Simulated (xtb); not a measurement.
**B3AsH6: geometry relaxation (part 4 of 4)**

Continued. System: B3AsH6, SMILES B[As](B)B. Method: GFN1-xTB (xtb 6.7.1). The geometry comes from this level: GFN2-xTB.

Geometry of the input (Å):
```
B  -1.6112  0.0930  -1.0091
As 0.1382  -0.0939  -0.2326
B  0.4657  -1.6119  0.9017
B  1.1773  1.4983  0.0556
H  -1.9399  1.0963  -1.5198
H  -2.3755  -0.7971  -0.9921
H  1.4253  -1.6681  1.5730
H  -0.2871  -2.5103  0.9355
H  2.1429  1.4759  0.7208
H  0.8642  2.5178  -0.4331
```

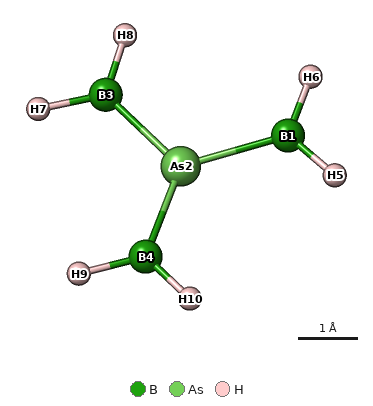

*The geometry at step 11 of the log (ball-and-stick view, seen at a tilt; atoms are numbered from 1 in the order of the input).*

Trajectory as extended XYZ, continued:
```
10
Properties=species:S:1:pos:R:3 step=6 energy=-263.62589
B    -1.6254    0.0979   -1.0042
As    0.1172   -0.0812   -0.2000
B     0.4642   -1.6160    0.9134
B     1.1775    1.5070    0.0636
H    -1.9604    1.1041   -1.5399
H    -2.3972   -0.8055   -1.0177
H     1.4419   -1.6868    1.5848
H    -0.2750   -2.5462    0.9336
H     2.1683    1.4892    0.7194
H     0.8887    2.5375   -0.4529
10
Properties=species:S:1:pos:R:3 step=7 energy=-263.62558
B    -1.6262    0.0980   -1.0047
As    0.1130   -0.0784   -0.1928
B     0.4608   -1.6137    0.9193
B     1.1817    1.5061    0.0580
H    -1.9605    1.1040   -1.5407
H    -2.3972   -0.8057   -1.0199
H     1.4438   -1.6886    1.5824
H    -0.2718   -2.5492    0.9304
H     2.1677    1.4897    0.7201
H     0.8887    2.5378   -0.4522
10
Properties=species:S:1:pos:R:3 step=8 energy=-263.62607
B    -1.6271    0.0982   -1.0046
As    0.1090   -0.0756   -0.1860
B     0.4637   -1.6167    0.9156
B     1.1788    1.5080    0.0630
H    -1.9605    1.1034   -1.5423
H    -2.3972   -0.8059   -1.0214
H     1.4433   -1.6884    1.5832
H    -0.2715   -2.5494    0.9309
H     2.1697    1.4891    0.7172
H     0.8918    2.5372   -0.4556
10
Properties=species:S:1:pos:R:3 step=9 energy=-263.62619
B    -1.6291    0.0987   -1.0045
As    0.1017   -0.0707   -0.1740
B     0.4641   -1.6179    0.9165
B     1.1788    1.5095    0.0646
H    -1.9611    1.1030   -1.5454
H    -2.3978   -0.8069   -1.0251
H     1.4451   -1.6903    1.5826
H    -0.2693   -2.5524    0.9292
H     2.1726    1.4895    0.7150
H     0.8950    2.5375   -0.4589
10
Properties=species:S:1:pos:R:3 step=10 energy=-263.62637
B    -1.6334    0.0997   -1.0047
As    0.0811   -0.0568   -0.1394
B     0.4643   -1.6205    0.9195
B     1.1794    1.5130    0.0669
H    -1.9611    1.1012   -1.5533
H    -2.3978   -0.8090   -1.0341
H     1.4495   -1.6952    1.5790
H    -0.2632   -2.5594    0.9241
H     2.1788    1.4895    0.7087
H     0.9025    2.5376   -0.4667
10
Properties=species:S:1:pos:R:3 step=11 energy=-263.62645
B    -1.6354    0.1003   -1.0044
As    0.0688   -0.0484   -0.1187
B     0.4638   -1.6207    0.9218
B     1.1801    1.5141    0.0676
H    -1.9603    1.0997   -1.5583
H    -2.3971   -0.8106   -1.0392
H     1.4526   -1.6984    1.5758
H    -0.2603   -2.5623    0.9207
H     2.1822    1.4892    0.7050
H     0.9056    2.5371   -0.4703
10
Properties=species:S:1:pos:R:3 step=12 energy=-263.62649
B    -1.6362    0.1004   -1.0044
As    0.0585   -0.0409   -0.1003
B     0.4631   -1.6214    0.9233
B     1.1805    1.5155    0.0677
H    -1.9590    1.0981   -1.5625
H    -2.3958   -0.8119   -1.0428
H     1.4548   -1.7013    1.5722
H    -0.2585   -2.5648    0.9183
H     2.1847    1.4890    0.7015
H     0.9079    2.5373   -0.4731
10
Properties=species:S:1:pos:R:3 step=13 energy=-263.62650
B    -1.6372    0.1007   -1.0041
As    0.0510   -0.0357   -0.0877
B     0.4631   -1.6214    0.9243
B     1.1808    1.5160    0.0685
H    -1.9582    1.0968   -1.5660
H    -2.3950   -0.8129   -1.0456
H     1.4568   -1.7037    1.5697
H    -0.2575   -2.5655    0.9165
H     2.1870    1.4889    0.6991
H     0.9092    2.5368   -0.4747
10
Properties=species:S:1:pos:R:3 step=14 energy=-263.62650
B    -1.6376    0.1008   -1.0039
As    0.0464   -0.0323   -0.0794
B     0.4628   -1.6217    0.9248
B     1.1806    1.5168    0.0689
H    -1.9574    1.0960   -1.5680
H    -2.3943   -0.8137   -1.0472
H     1.4579   -1.7050    1.5680
H    -0.2569   -2.5666    0.9154
H     2.1882    1.4888    0.6973
H     0.9103    2.5369   -0.4761
10
Properties=species:S:1:pos:R:3 step=15 energy=-263.62650
B    -1.6377    0.1008   -1.0038
As    0.0443   -0.0307   -0.0756
B     0.4628   -1.6218    0.9249
B     1.1806    1.5170    0.0691
H    -1.9571    1.0956   -1.5688
H    -2.3939   -0.8140   -1.0479
H     1.4583   -1.7055    1.5674
H    -0.2567   -2.5669    0.9149
H     2.1888    1.4887    0.6966
H     0.9106    2.5368   -0.4767
```

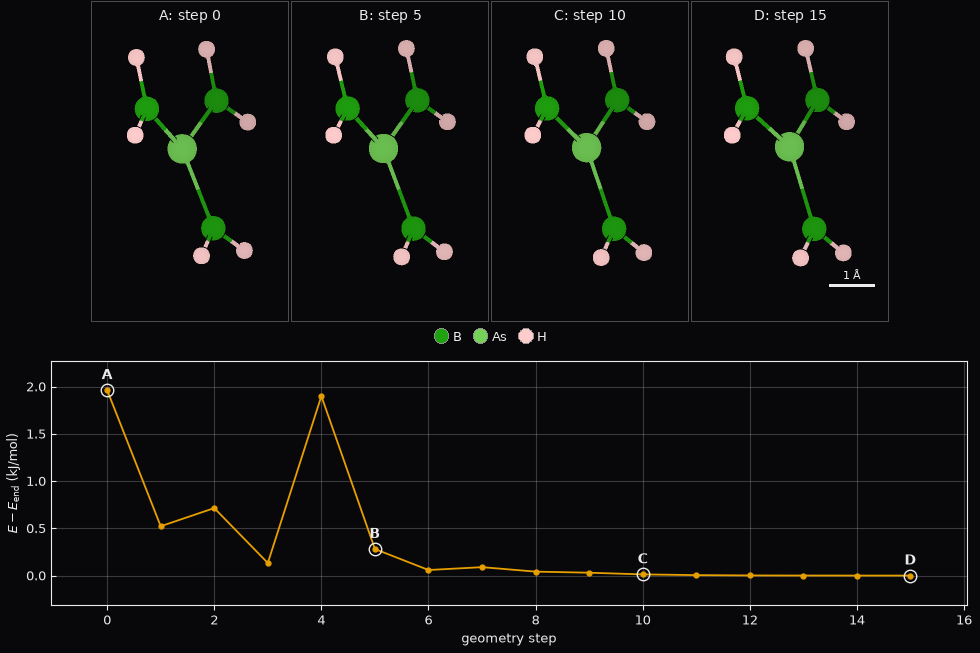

*Frames of the relaxation (ball-and-stick view, seen at a tilt) above the curves, on which the letters mark them (steps are counted from 0).*

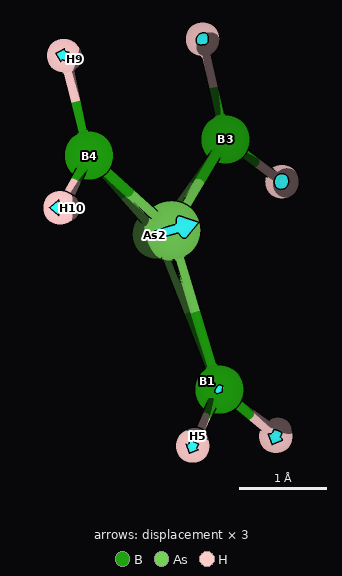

*Start (faint) and end (solid) with the displacements as teal arrows, magnified 3 times (ball-and-stick view, seen at a tilt). The two geometries are laid on each other by the best rigid fit.*

The energy falls by 1.96 kJ/mol in 15 geometry steps. As2 moves most after the best rigid fit: 0.19 Å. By element the largest moves are As 0.19 Å, H 0.07 Å, B 0.03 Å. Distances before and after: B1–H5 1.173 → 1.188 Å. (Atoms are counted from 1 in the order of the input.)

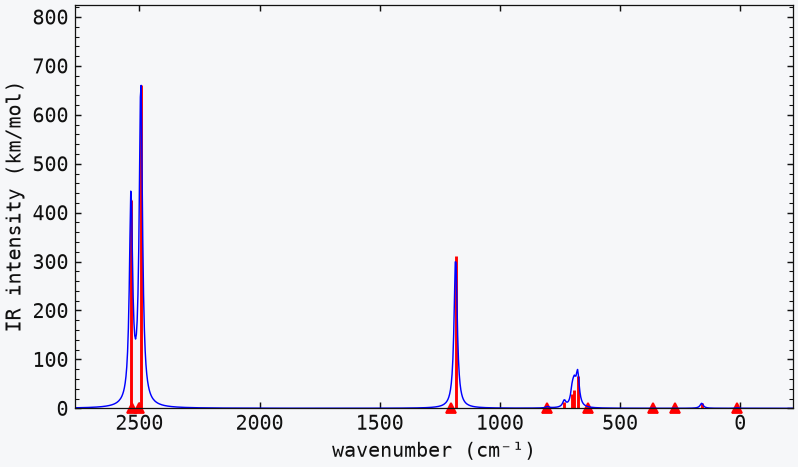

*Harmonic infrared spectrum, unscaled: sticks (degenerate modes added up, dark ones marked on the axis) with a Lorentzian envelope of 16 cm⁻¹ full width, scaled to the tallest stick.*

24 modes from 13 to 2535 cm⁻¹, none imaginary. The strongest line is at 2494 cm⁻¹ (660 km/mol).

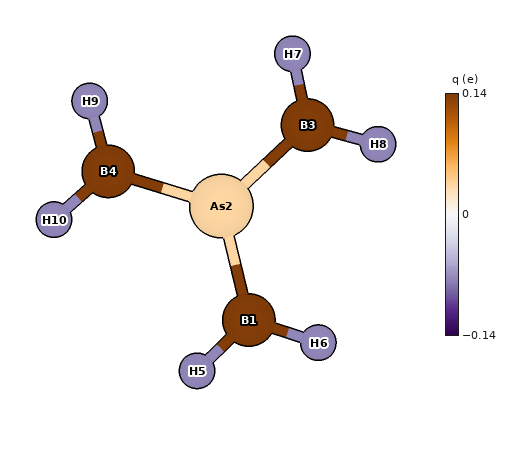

*Mulliken charges, as the colour of each atom (ball-and-stick view, seen on its broad side; atoms are numbered from 1 in the order of the input).*

By element: B +0.14, As +0.03 and H −0.07 e.

Key numbers:

- outcome: converged
- electrons treated: 20
- total energy: −9.688095 hartree
- dispersion energy: −0.003088 hartree
- basis functions: 34
- HOMO: −10.88 eV
- LUMO: −8.37 eV
- zero-point energy: 0.060074 hartree
- dipole moment: 0.07 D
- wavenumbers, lowest and highest: 13 and 2535 cm⁻¹
- peak memory: 0.068 GiB
